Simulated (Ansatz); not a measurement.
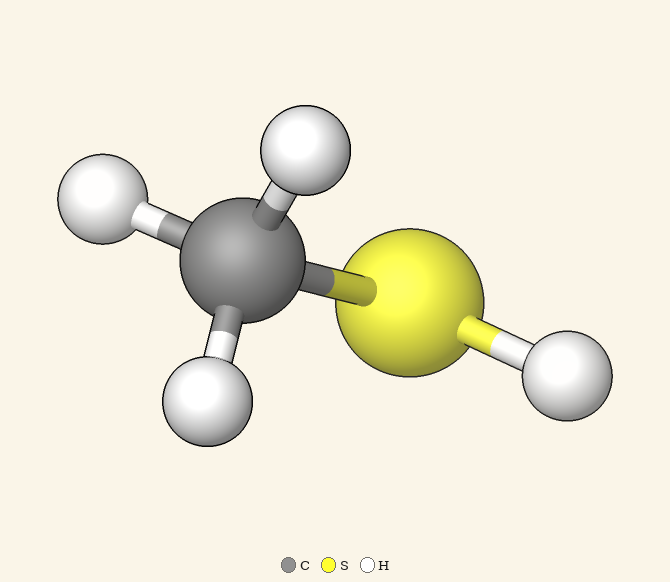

The geometry was computed by an optimisation with PBE0-D4/def2-TZVP. No frequency run is at hand to confirm it as a minimum. Properties computed with RKS PBE0-D4/def2-TZVPPD (Ansatz 0.2.0).

Predict the main results.

The species is CH₄S.
- HOMO energy (Kohn–Sham orbital): −6.83 eV
- LUMO energy (Kohn–Sham orbital): 0.00 eV
- HOMO–LUMO gap: 6.82 eV
